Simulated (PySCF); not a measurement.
## C4H12O4Si: a changed input and its effect

System: C4H12O4Si (Si(OMe)4).
Method of run A: GIAO KT2/pcSseg-1 NMR shielding, non-relativistic, gas phase (PySCF 2.14.0).

The geometry comes from this level: PBE0-D3(BJ)/def2-SVP. Text and figures count atoms from 1; the logs count them from 0 in places.

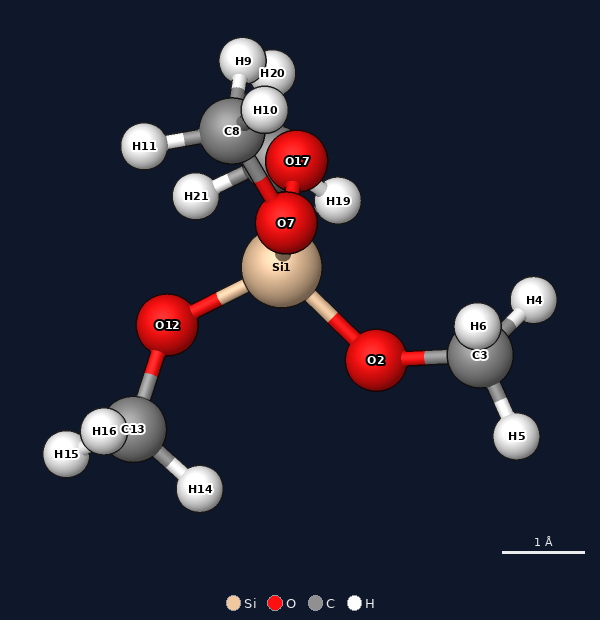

Fig. 1: The input geometry (ball-and-stick view, seen at a tilt; atoms are numbered from 1 in the order of the input). Bond lengths as drawn: C–H 1.10 Å, C–O 1.40 Å and O–Si 1.64 Å.

### The input, run A
```
{"job": {"kind": "nmr", "xc": "KT2", "basis": "pcSseg-1", "pop": false}, "charge": 0, "multiplicity": 1}
Si    -0.013011    -0.021586     0.009626
O      0.147368    -0.035866     1.643198
C      0.966603    -0.903541     2.379702
H      0.520407    -1.910472     2.457145
H      1.081946    -0.502080     3.397955
H      1.966375    -1.002833     1.924704
O      1.490052    -0.260774    -0.608581
C      1.772818    -0.539787    -1.953495
H      1.111024    -1.326519    -2.353488
H      2.814772    -0.885270    -2.032258
H      1.661516     0.359479    -2.584691
O     -0.716337     1.408983    -0.385015
C     -0.397622     2.656213     0.171327
H     -0.294315     2.598080     1.267978
H     -1.203335     3.367020    -0.067511
H      0.544563     3.054331    -0.244733
O     -0.973317    -1.198232    -0.614850
C     -2.375493    -1.201845    -0.586082
H     -2.758121    -1.446722     0.420444
H     -2.741818    -1.967971    -1.286201
H     -2.790835    -0.224607    -0.884744
```

The first line tells a small driver script what to run in PySCF; the rest is the geometry in Å.

Launched with:
```bash
OMP_NUM_THREADS=2 python <driver script> task.json out
```

Hardware: 2 CPU threads, shared host.

### Output (run A)
```
coarse grid: 17752 points
cycle   1  E = -759.1433423751  dE =  1.138e+00  |g| = 1.388e+00  |ddm| = 3.975e+00
cycle   2  E = -758.2421450154  dE =  9.012e-01  |g| = 2.534e+00  |ddm| = 3.253e+00
cycle   3  E = -759.4918439277  dE = -1.250e+00  |g| = 1.353e-01  |ddm| = 2.459e+00
cycle   4  E = -759.4946750628  dE = -2.831e-03  |g| = 7.343e-02  |ddm| = 1.345e-01
cycle   5  E = -759.4959533034  dE = -1.278e-03  |g| = 1.713e-02  |ddm| = 6.105e-02
cycle   6  E = -759.4960146297  dE = -6.133e-05  |g| = 2.842e-03  |ddm| = 1.286e-02
cycle   7  E = -759.4960151090  dE = -4.792e-07  |g| = 2.493e-03  |ddm| = 3.843e-03
final grid: 166056 points
cycle   8  E = -759.6731953113  dE = -2.734e-04  |g| = 2.532e-02  |ddm| = 4.635e-02
cycle   9  E = -759.6729931049  dE =  2.022e-04  |g| = 4.075e-02  |ddm| = 4.615e-02
cycle  10  E = -759.6733027495  dE = -3.096e-04  |g| = 4.630e-03  |ddm| = 3.096e-02
cycle  11  E = -759.6733061464  dE = -3.397e-06  |g| = 1.521e-03  |ddm| = 3.529e-03
cycle  12  E = -759.6733066171  dE = -4.707e-07  |g| = 3.457e-04  |ddm| = 1.160e-03
cycle  13  E = -759.6733066388  dE = -2.170e-08  |g| = 8.820e-05  |ddm| = 2.687e-04
cycle  14  E = -759.6733066401  dE = -1.327e-09  |g| = 1.621e-05  |ddm| = 7.005e-05
cycle  15  E = -759.6733066401  dE = -5.684e-11  |g| = 4.023e-06  |ddm| = 2.085e-05
converged SCF energy = -759.6733066401

GIAO shielding tensors (ppm)
atom      isotropic    diamagn.    paramagn.     s11        s22        s33       span
  0 Si     441.524     890.857    -449.333    434.887    436.414    453.270     18.383
  1 O      304.272     402.602     -98.330    250.721    311.602    350.492     99.771
  2 C      129.353     243.428    -114.075    101.608    102.949    183.501     81.894
  3 H       27.497      29.436      -1.940     22.983     25.074     34.433     11.450
  4 H       27.629      28.040      -0.411     23.415     25.013     34.457     11.042
  5 H       27.391      30.203      -2.812     22.540     26.047     33.586     11.046
  6 O      303.342     402.564     -99.221    247.990    313.243    348.794    100.804
  7 C      129.553     243.540    -113.987    101.707    103.432    183.521     81.814
  8 H       27.413      30.171      -2.758     22.616     25.989     33.634     11.019
  9 H       27.632      28.058      -0.426     23.423     25.014     34.459     11.037
 10 H       27.499      29.623      -2.124     22.938     25.161     34.398     11.461
 11 O      304.099     402.622     -98.523    251.362    311.984    348.950     97.587
 12 C      129.409     243.539    -114.130    101.528    103.190    183.509     81.981
 13 H       27.399      30.237      -2.837     22.588     26.030     33.580     10.992
 14 H       27.625      28.075      -0.450     23.415     25.010     34.448     11.033
 15 H       27.499      29.571      -2.072     22.952     25.115     34.430     11.478
 16 O      303.237     402.507     -99.270    248.747    310.543    350.420    101.673
 17 C      129.406     243.460    -114.054    101.719    103.042    183.457     81.738
 18 H       27.505      29.489      -1.984     22.998     25.101     34.416     11.417
 19 H       27.634      28.017      -0.384     23.422     25.022     34.458     11.036
 20 H       27.407      30.196      -2.789     22.585     26.049     33.588     11.003
```

The input of run B differs as follows (lines with − go, lines with + come):
```diff
-"xc": "KT2"
+"xc": "PBE0"
-"pop": false
```

How does run B compare with run A?

The total energies belong to different methods, so their difference says nothing on which is more stable or more accurate. The HOMO goes from −6.52 to −7.99 eV. The LUMO goes from 0.15 to 1.32 eV. Of all shieldings, the largest change is that of O7 and O17, by +12.7 ppm. The functional changes from KT2 to PBE0. Exact exchange removes part of the self-interaction error of semilocal functionals, which pushes filled and empty levels apart. The SCF takes 13 iterations against 15.

### Output (run B)
```
coarse grid: 17752 points
cycle   1  E = -749.1697318645  dE =  1.117e+00  |g| = 1.125e+00  |ddm| = 3.938e+00
cycle   2  E = -748.9560230276  dE =  2.137e-01  |g| = 1.579e+00  |ddm| = 1.763e+00
cycle   3  E = -749.3879746324  dE = -4.320e-01  |g| = 6.604e-02  |ddm| = 1.103e+00
cycle   4  E = -749.3886558556  dE = -6.812e-04  |g| = 2.450e-02  |ddm| = 4.463e-02
cycle   5  E = -749.3887852985  dE = -1.294e-04  |g| = 7.366e-03  |ddm| = 2.045e-02
cycle   6  E = -749.3887969317  dE = -1.163e-05  |g| = 4.753e-04  |ddm| = 4.826e-03
cycle   7  E = -749.3887969449  dE = -1.315e-08  |g| = 4.171e-04  |ddm| = 6.428e-04
final grid: 166056 points
cycle   8  E = -749.4823577322  dE = -2.301e-05  |g| = 1.582e-02  |ddm| = 2.117e-02
cycle   9  E = -749.4823229070  dE =  3.483e-05  |g| = 2.135e-02  |ddm| = 1.880e-02
cycle  10  E = -749.4824028688  dE = -7.996e-05  |g| = 1.256e-03  |ddm| = 1.123e-02
cycle  11  E = -749.4824032110  dE = -3.422e-07  |g| = 1.205e-04  |ddm| = 9.749e-04
cycle  12  E = -749.4824032133  dE = -2.383e-09  |g| = 7.117e-05  |ddm| = 1.659e-04
cycle  13  E = -749.4824032142  dE = -8.918e-10  |g| = 2.240e-05  |ddm| = 6.594e-05
converged SCF energy = -749.4824032142

GIAO shielding tensors (ppm)
atom      isotropic    diamagn.    paramagn.     s11        s22        s33       span
  0 Si     433.915     887.227    -453.312    427.857    429.363    444.524     16.667
  1 O      316.855     402.396     -85.540    264.468    324.588    361.511     97.043
  2 C      131.899     242.265    -110.366    105.156    106.374    184.167     79.012
  3 H       27.727      29.284      -1.557     23.116     25.395     34.670     11.554
  4 H       27.754      28.000      -0.245     23.329     25.160     34.775     11.445
  5 H       27.599      29.931      -2.332     22.614     26.462     33.722     11.108
  6 O      316.007     402.336     -86.329    261.918    326.294    359.809     97.891
  7 C      132.093     242.405    -110.312    105.238    106.863    184.177     78.938
  8 H       27.623      29.917      -2.294     22.691     26.398     33.780     11.089
  9 H       27.756      28.019      -0.264     23.332     25.155     34.779     11.447
 10 H       27.734      29.462      -1.728     23.077     25.497     34.627     11.551
 11 O      316.691     402.412     -85.721    264.970    324.993    360.110     95.140
 12 C      131.959     242.391    -110.432    105.097    106.602    184.177     79.080
 13 H       27.609      29.973      -2.364     22.659     26.448     33.722     11.063
 14 H       27.750      28.036      -0.286     23.327     25.155     34.767     11.440
 15 H       27.731      29.413      -1.683     23.090     25.440     34.662     11.572
 16 O      315.924     402.291     -86.367    262.649    323.671    361.452     98.804
 17 C      131.942     242.307    -110.365    105.228    106.484    184.114     78.886
 18 H       27.737      29.334      -1.598     23.132     25.429     34.649     11.516
 19 H       27.758      27.980      -0.222     23.333     25.164     34.778     11.445
 20 H       27.614      29.931      -2.317     22.658     26.457     33.727     11.069
```

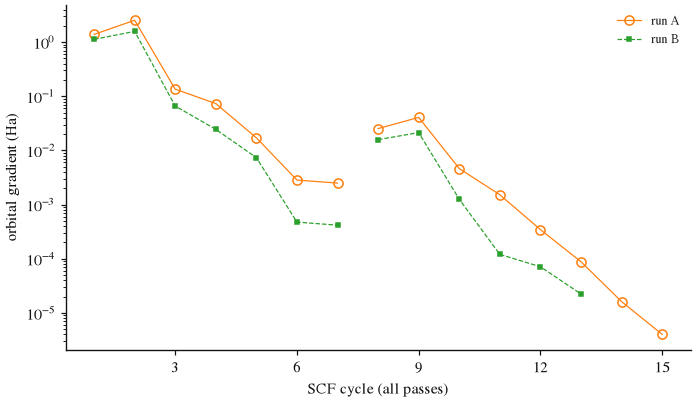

Fig. 2: Convergence of the two runs: orbital gradient against the SCF cycle. A break in a curve parts two SCF passes (coarse and final grid). Run A takes 15 cycles in all, and run B takes 13.

### The two runs side by side

| quantity | run A | run B |
| --- | --- | --- |
| outcome | converged | converged |
| total energy (hartree) | −759.673307 | −749.482403 |
| HOMO (eV) | −6.52 | −7.99 |
| LUMO (eV) | 0.15 | 1.32 |
| dipole moment (D) | 0.10 | 0.11 |
| shielding of Si1 (ppm) | 441.5 | 433.9 |
| shielding of O2 (ppm) | 304.3 | 316.9 |
| shielding of C3 (ppm) | 129.4 | 131.9 |
| shielding of O7 (ppm) | 303.3 | 316.0 |
| shielding of O12 (ppm) | 304.1 | 316.7 |
| shielding of C13 (ppm) | 129.4 | 132.0 |
| shielding of O17 (ppm) | 303.2 | 315.9 |
| SCF iterations | 15 | 13 |
| basis functions | 220 | 220 |
| wall time (shared host) | 29 s | 33 s |
